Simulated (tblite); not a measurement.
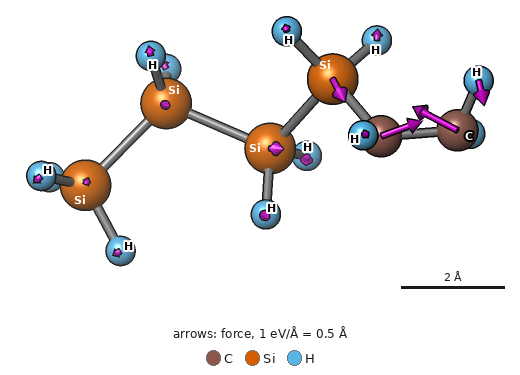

Starting geometry of C₂H₁₂Si₄ (charge −1, multiplicity 2) with the computed forces as purple arrows. Style: ball-and-stick. Shown from a free direction.

All numbers below come from tblite 0.8.0, GFN2-xTB geometry optimisation, gas phase. 

Is this structure relaxed? If not, where do the atoms go?

Answer. It isn't relaxed: the largest force vector, on a C atom, is 2.27 eV/Å. The final displacements have little in common with the starting forces (cosine between the two patterns 0.18). After 217 geometry steps the energy has fallen by 2.401 eV. The atom that moves furthest after the best rigid fit is an H atom (1.93 Å). By element the largest moves are H 1.93 Å, C 1.10 Å, Si 1.07 Å. Among the contacts that change: C–C 1.509 → 1.346 Å, Si–Si 2.239 → 2.343 Å, Si–Si 2.261 → 2.341 Å, Si–Si 2.252 → 2.318 Å. Among the angles between lasting bonds that change: Si–Si–Si 109.4° → 138.3°, Si–Si–Si 111.1° → 137.1°, Si–Si–H 105.8° → 131.2°. Groups turn about Si–Si by about 55°, Si–Si by about 55°.
